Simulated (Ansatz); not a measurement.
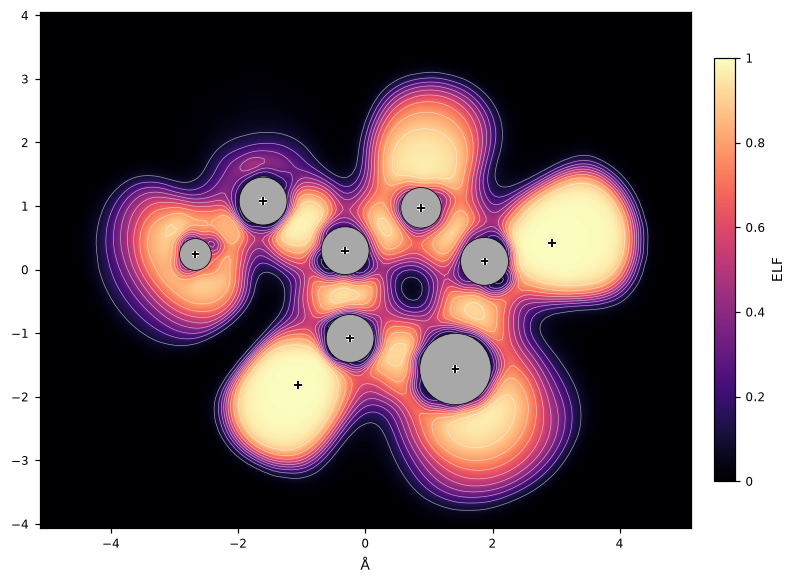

The electron localisation function on a plane through atoms (crosses mark nuclei in the plane; grey discs cover the cores).

All numbers below come from Ansatz, isolated molecule in a Gaussian basis; Kohn-Sham density functional theory, functional PBE0.

Candidates:
A. C₅H₇NSe (SMILES Cc1c[se]nc1C)
B. C₃H₇FOSi₂
C. C₄H₂F₃NS (SMILES FC(F)(F)c1cscn1)

Which candidate gave the map?

Answer. Candidate C: C₄H₂F₃NS on the plane of atoms S9, C4 and H11, which holds C, F, N, S and H. C–N (1.31 Å): the ELF peaks at about 0.90 between the atoms: a covalent bond. C–F (1.36 Å): the ELF peaks at about 0.85 between the atoms, as expected for a shared but strongly polarised pair.
